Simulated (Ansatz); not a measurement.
# ClH3Si (SMILES [SiH3]Cl): HF/aug-cc-pVDZ

Aim: the vertical singlet–triplet gap of ClH3Si at HF/aug-cc-pVDZ, from 2 runs. 

The calculation is run with Ansatz 0.2.0.

## (1) Starting point

ClH3Si has 5 atoms, charge 0, and is taken as a singlet. SMILES: `[SiH3]Cl`. The shape is that of a PBE0-D4/def2-TZVP optimisation.

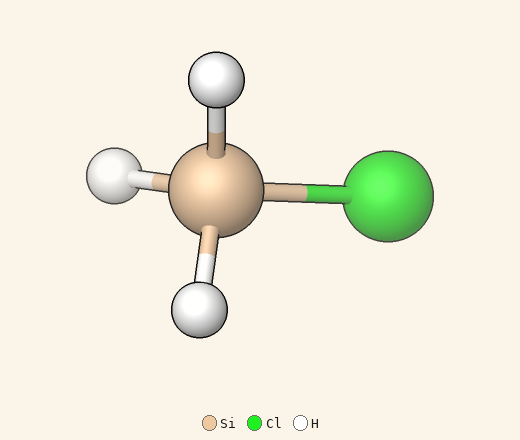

The structure, seen from a chosen angle (silicon light orange, chlorine green, hydrogen white).

## (2) A single-point energy at HF/aug-cc-pVDZ

job.yaml reads:

```yaml
crystal:
  periodic: [false, false, false]
  atoms:
    - {symbol: Si, position_ang: [-0.112000, 0.018600, -0.030900]}
    - {symbol: Cl, position_ang: [1.838300, -0.513500, 0.329900]}
    - {symbol: H, position_ang: [-0.950900, -0.488300, 1.079100]}
    - {symbol: H, position_ang: [-0.534700, -0.585700, -1.314900]}
    - {symbol: H, position_ang: [-0.190800, 1.495400, -0.104700]}
basis:
  gaussian: {orbitals: aug-cc-pVDZ}
hamiltonian: {xc: hf}
accuracy: high
output: {orbitals: {seedname: orbitals}}
```

Launch:

```sh
$ ansatz run job.yaml --threads 1 --pin off --max-ram 2610MiB --events-out events.jsonl --progress --plain --runs-dir runs
```

The program printed:

```text
Warning: RAYON_NUM_THREADS=1 ignored (pool sized by the plan → 1); use --threads N
Functional definition: HF
  name "HF"
  exchange = exact_x
  correlation = 0
1640 factors; integrals over basis functions are off by at most 3.8e-9 eV
mean field evaluation 1: about -20414.0018 eV, gradient 1.2e1 eV
mean field evaluation 2: about -20414.0066 eV, gradient 1.2e1 eV
mean field evaluation 4: about -20414.6695 eV, gradient 1.3e0 eV
mean field evaluation 8: about -20414.6770 eV, gradient 2.1e-4 eV
mean field -20414.67696113 eV, -750.2255407563 hartree, gradient 1.4e-8 eV, S^2 0.000000; 0 other end points of the search recorded, 0 dependent functions left out
reference -20414.67696113 eV, -750.2255407563 hartree; 17, 17 occupied and 64, 64 virtual orbitals, 1640 factors
Total energy: -20414.67696113 eV, -750.2255407563 hartree
```

Run time: 1.1 s. Hardware: 1 thread of AMD EPYC 9R45 (Zen 5), shared host; peak memory 0.2 GiB.

## (3) The triplet at the same level

in.yaml reads:

```yaml
basis:
  gaussian: {orbitals: aug-cc-pVDZ}
crystal:
  periodic: [false, false, false]
  atoms:
    - {symbol: Si, position_ang: [-0.112000, 0.018600, -0.030900]}
    - {symbol: Cl, position_ang: [1.838300, -0.513500, 0.329900]}
    - {symbol: H, position_ang: [-0.950900, -0.488300, 1.079100]}
    - {symbol: H, position_ang: [-0.534700, -0.585700, -1.314900]}
    - {symbol: H, position_ang: [-0.190800, 1.495400, -0.104700]}
magnetization: {spin_polarized: true, initial_magnetization: 2}
hamiltonian: {xc: hf}
accuracy: high
output: {orbitals: {seedname: orbitals}}
```

Launch:

```sh
$ ansatz run in.yaml --threads 1 --pin off --max-ram 2610MiB --events-out events.jsonl --progress --plain --runs-dir runs
```

The program printed, cut to the lines that bear on the results:

```text
Warning: RAYON_NUM_THREADS=1 ignored (pool sized by the plan → 1); use --threads N
[... 2 set-up lines as earlier in the session ...]
[...]
1640 factors; integrals over basis functions are off by at most 3.8e-9 eV
[...]
mean field -20407.17894075 eV, -749.9499935900 hartree, gradient 2.5e-8 eV, S^2 2.012529; 4 other end points of the search recorded, 0 dependent functions left out
reference -20407.17894075 eV, -749.9499935900 hartree; 18, 16 occupied and 63, 65 virtual orbitals, 1640 factors
Total energy: -20407.17894075 eV, -749.9499935900 hartree
```

Wall time 11 s (1 thread of AMD EPYC 9R45 (Zen 5), shared host); peak memory 0.29 GiB.

## (4) Summary of results

Level: HF/aug-cc-pVDZ.

| quantity | value |
| --- | --- |
| singlet: total energy | -750.22554 Eh |
| singlet: HOMO energy | -12.28 eV |
| singlet: LUMO energy | 1.04 eV |
| singlet: HOMO–LUMO gap | 13.33 eV |
| triplet: total energy | -749.94999 Eh |
| triplet: HOMO energy (highest over α and β) | -3.76 eV |
| triplet: ⟨S²⟩ | 2.013 |
| vertical energy of the triplet above the singlet | 7.498 eV |

In words: At this shape the triplet lies 7.50 eV (173 kcal/mol) above the singlet.
